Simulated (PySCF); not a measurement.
# GaH3F− ([GaFH3]-): B3LYP/STO-6G

Aim: the vertical singlet–triplet gap of GaH3F− ([GaFH3]-) at B3LYP/STO-6G, from 2 runs. 

The results are computed with PySCF 2.14.0.

7 further runs of the same task are left out: 3 that didn't finish, 4 set aside as unsound or not needed.

**1. The structure to begin with**

GaH3F− has 5 atoms, charge -1, and is taken as a singlet. SMILES: `[H][Ga-]([H])([H])[F]`. The shape comes from GFN2-xTB, which is rough for such elements, and wasn't checked as a minimum.

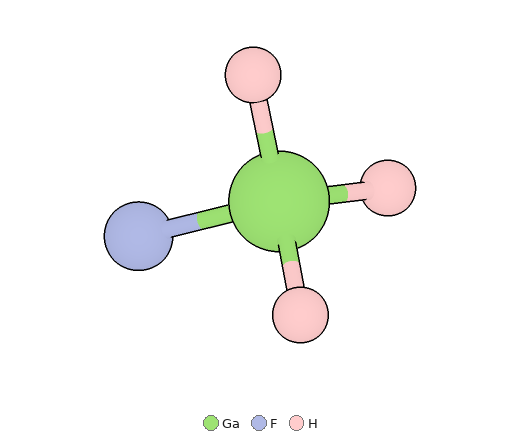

Viewed from a chosen angle; gallium green, fluorine light blue, hydrogen pink.

**2. A single-point energy at B3LYP/STO-6G**

The input, input.py:

```python
# [GaFH3]-
from pyscf import gto, dft

mol = gto.M(
    atom='''
Ga    -0.003080     0.001795    -0.174025
F      0.022847    -0.035678     3.188818
H      2.810098     0.022110    -1.020547
H     -1.420469     2.445759    -0.971659
H     -1.409396    -2.433986    -1.022569
''',
    basis='sto-6g',
    max_memory=1860,
    unit='bohr',
    charge=-1,
    verbose=4,
)

mf = dft.RKS(mol)
mf.xc = 'b3lyp'
mf.grids.level = 5
mf.conv_tol = 1e-10
mf.kernel()
if not mf.converged:
    mf = mf.newton().run(mf.mo_coeff, mf.mo_occ)

energy = mf.e_tot
print('Final energy', energy)
```

Run with:

```bash
$ OMP_NUM_THREADS=1 python input.py
```

The program printed:

```text
PySCF version 2.14.0

[INPUT] num. atoms = 5
[INPUT] num. electrons = 44
[INPUT] charge = -1
[INPUT] spin (= nelec alpha-beta = 2S) = 0
[INPUT] symmetry False subgroup None
[INPUT] Mole.unit = bohr
[INPUT] Symbol           X                Y                Z      unit          X                Y                Z       unit  Magmom
[INPUT]  1 Ga    -0.001629865810   0.000949873094  -0.092090064130 AA   -0.003080000000   0.001795000000  -0.174025000000 Bohr   0.0
[INPUT]  2 F      0.012090111738  -0.018879984531   1.687449815371 AA    0.022847000000  -0.035678000000   3.188818000000 Bohr   0.0
[INPUT]  3 H      1.487039822052   0.011700108133  -0.540050215073 AA    2.810098000000   0.022110000000  -1.020547000000 Bohr   0.0
[INPUT]  4 H     -0.751679823618   1.294239926202  -0.514179799585 AA   -1.420469000000   2.445759000000  -0.971659000000 Bohr   0.0
[INPUT]  5 H     -0.745820244362  -1.288009922898  -0.541120211393 AA   -1.409396000000  -2.433986000000  -1.022569000000 Bohr   0.0

nuclear repulsion = 120.580461110302
number of shells = 14
number of NR pGTOs = 156
number of NR cGTOs = 26
basis = sto-6g
ecp = {}

******** <class 'pyscf.dft.rks.RKS'> ********
method = RKS
initial guess = minao
damping factor = 0
level_shift factor = 0
DIIS = <class 'pyscf.scf.diis.CDIIS'>
diis_start_cycle = 1
diis_space = 8
diis_damp = 0
SCF conv_tol = 1e-10
SCF conv_tol_grad = None
SCF max_cycles = 50
direct_scf = True
direct_scf_tol = 1e-13
XC library pyscf.dft.libxc version 7.0.0
    S. Lehtola, C. Steigemann, M. J.T. Oliveira, and M. A.L. Marques.,  SoftwareX 7, 1–5 (2018)
XC functionals = b3lyp
    P. J. Stephens, F. J. Devlin, C. F. Chabalowski, and M. J. Frisch.,  J. Phys. Chem. 98, 11623 (1994)
radial grids:
    Treutler-Ahlrichs [JCP 102, 346 (1995); DOI:10.1063/1.469408] (M4) radial grids

becke partition: Becke, JCP 88, 2547 (1988); DOI:10.1063/1.454033
pruning grids: <function nwchem_prune>
grids dens level: 5
symmetrized grids: False
atomic radii adjust function: <function treutler_atomic_radii_adjust>
small_rho_cutoff = 0
Set gradient conv threshold to 1e-05
Initial guess from minao.
tot grids = 159776
init E= -2013.29331337699
  HOMO = -0.517570863519345  LUMO = -0.182664306306964  gap/eV = 9.11327
cycle= 1 E= -2014.91136545038  delta_E= -1.62  |g|= 0.513  |ddm|= 2.35

WARN: HOMO 0.673867302282164 == LUMO 0.673877004620962

cycle= 2 E= -2002.11846335181  delta_E= 12.8  |g|= 7.63  |ddm|= 9.44
  HOMO = 0.448424159878666  LUMO = 0.58596561361634  gap/eV = 3.74269
cycle= 3 E= -2014.87228936232  delta_E= -12.8  |g|= 0.832  |ddm|= 8.01
  HOMO = 0.356818300754967  LUMO = 0.530108489810316  gap/eV = 4.71547
cycle= 4 E= -2015.04758414789  delta_E= -0.175  |g|= 0.352  |ddm|=  1.1
  HOMO = 0.315632746553372  LUMO = 0.526790353034658  gap/eV = 5.74589
cycle= 5 E= -2015.07766492565  delta_E= -0.0301  |g|= 0.144  |ddm|= 0.313
  HOMO = 0.279664263055927  LUMO = 0.515789124144373  gap/eV = 6.42528
cycle= 6 E= -2015.08469910839  delta_E= -0.00703  |g|= 0.00593  |ddm|= 0.273
  HOMO = 0.280759207287492  LUMO = 0.516209649643048  gap/eV = 6.40693
cycle= 7 E= -2015.08471335914  delta_E= -1.43e-05  |g|= 0.00027  |ddm|= 0.0122
  HOMO = 0.280797205218037  LUMO = 0.516218253042569  gap/eV = 6.40613
cycle= 8 E= -2015.08471348334  delta_E= -1.24e-07  |g|= 8.15e-05  |ddm|= 0.00202
  HOMO = 0.28077260371142  LUMO = 0.516219249233727  gap/eV = 6.40683
cycle= 9 E= -2015.08471349024  delta_E= -6.9e-09  |g|= 2.38e-05  |ddm|= 0.000521
  HOMO = 0.280778201696763  LUMO = 0.516219612264745  gap/eV = 6.40669
cycle= 10 E= -2015.08471349052  delta_E= -2.81e-10  |g|= 4.41e-06  |ddm|= 6.55e-05
  HOMO = 0.280778321718143  LUMO = 0.516219356225915  gap/eV = 6.40668
cycle= 11 E= -2015.08471349053  delta_E= -1.18e-11  |g|= 2.21e-06  |ddm|= 1.79e-05
  HOMO = 0.280776247499922  LUMO = 0.516219032649176  gap/eV = 6.40672
Extra cycle  E= -2015.08471349053  delta_E= 9.55e-12  |g|= 5.41e-06  |ddm|= 1.41e-05
converged SCF energy = -2015.08471349053
Final energy -2015.0847134905252
```

Run time: 4.5 s. Hardware: 1 thread of Arm Neoverse V2, shared host; peak memory 0.23 GiB.

**3. The triplet, same level**

The input, run.py:

```python
from pyscf import gto, dft

mol = gto.M(
    atom=[
    ('Ga', (-0.001630, 0.000950, -0.092090)),
    ('F', (0.012090, -0.018880, 1.687450)),
    ('H', (1.487040, 0.011700, -0.540050)),
    ('H', (-0.751680, 1.294240, -0.514180)),
    ('H', (-0.745820, -1.288010, -0.541120)),
],
    verbose=4,
    max_memory=1860,
    spin=2,
    basis='sto-6g',
    charge=-1,
)

myscf = dft.UKS(mol, xc='b3lyp')
myscf.grids.level = 5
myscf.conv_tol = 1e-10
myscf.kernel()
if not myscf.converged:
    myscf = myscf.newton().run(myscf.mo_coeff, myscf.mo_occ)

etot = myscf.e_tot
print('Final energy', etot)
```

Run with:

```bash
$ OMP_NUM_THREADS=1 python run.py
```

The program printed:

```text
PySCF version 2.14.0

[INPUT] num. atoms = 5
[INPUT] num. electrons = 44
[INPUT] charge = -1
[INPUT] spin (= nelec alpha-beta = 2S) = 2
[INPUT] symmetry False subgroup None
[INPUT] Mole.unit = angstrom
[INPUT] Symbol           X                Y                Z      unit          X                Y                Z       unit  Magmom
[INPUT]  1 Ga    -0.001630000000   0.000950000000  -0.092090000000 AA   -0.003080253583   0.001795239818  -0.174024878811 Bohr   0.0
[INPUT]  2 F      0.012090000000  -0.018880000000   1.687450000000 AA    0.022846788846  -0.035678029232   3.188818348897 Bohr   0.0
[INPUT]  3 H      1.487040000000   0.011700000000  -0.540050000000 AA    2.810098336273   0.022109795657  -1.020546593571 Bohr   0.0
[INPUT]  4 H     -0.751680000000   1.294240000000  -0.514180000000 AA   -1.420469333313   2.445759139457  -0.971659378729 Bohr   0.0
[INPUT]  5 H     -0.745820000000  -1.288010000000  -0.541120000000 AA   -1.409395538223  -2.433986145701  -1.022568600525 Bohr   0.0

nuclear repulsion = 120.580453417504
number of shells = 14
number of NR pGTOs = 156
number of NR cGTOs = 26
basis = sto-6g
ecp = {}

[... 41 lines left out ...]
[... the frontier-level lines of each cycle are left out ...]
[... 17 lines left out ...]
[... 17 lines left out ...]
[... 17 lines left out ...]
[... 17 lines left out ...]
[... 17 lines left out ...]
[... 17 lines left out ...]
[... 17 lines left out ...]
[... 17 lines left out ...]
[... 17 lines left out ...]
[... 17 lines left out ...]
[... 1 line left out ...]
cycle= 32 E= -2014.92075488157  delta_E= 7.16e-09  |g|= 8.14e-06  |ddm|= 0.00095


cycle= 33 E= -2014.92075488081  delta_E= 7.59e-10  |g|= 6.29e-06  |ddm|= 0.000335


cycle= 34 E= -2014.92075488097  delta_E= -1.64e-10  |g|= 4.6e-06  |ddm|= 0.000676


cycle= 35 E= -2014.92075488108  delta_E= -1.09e-10  |g|= 1.74e-06  |ddm|= 0.000399


cycle= 36 E= -2014.9207548812  delta_E= -1.21e-10  |g|= 1.38e-06  |ddm|= 0.000123


cycle= 37 E= -2014.9207548812  delta_E= 1.82e-12  |g|= 1.22e-06  |ddm|= 1.65e-05


Extra cycle  E= -2014.92075488121  delta_E= -8.64e-12  |g|= 1.99e-06  |ddm|= 8.34e-06
converged SCF energy = -2014.92075488121  <S^2> = 2.006589  2S+1 = 3.0043895
Final energy -2014.9207548812105
```

Wall time 19 s (1 thread of Arm Neoverse V2, shared host); peak memory 0.23 GiB.

**4. Outcome**

At B3LYP/STO-6G:

| quantity | value |
| --- | --- |
| singlet: total energy | -2015.08471 Eh |
| singlet: HOMO energy | 7.64 eV |
| singlet: LUMO energy | 14.05 eV |
| singlet: HOMO–LUMO gap (to an unbound level, set by the basis) | 6.41 eV |
| triplet: total energy | -2014.92075 Eh |
| triplet: HOMO energy (highest over α and β) | 10.85 eV |
| triplet: ⟨S²⟩ | 2.007 |
| vertical energy of the triplet above the singlet | 4.462 eV |

What this shows: At this shape the triplet lies 4.46 eV (430 kJ/mol) above the singlet. For an anion a state so high probably lies above electron detachment. In a minimal basis such a difference can be off by several eV, whatever the method. The HOMO (singlet) lies at positive energy, 7.64 eV; only total energies tell whether the electron is bound. The HOMO (triplet) lies at positive energy, 10.85 eV; only total energies tell whether the electron is bound.
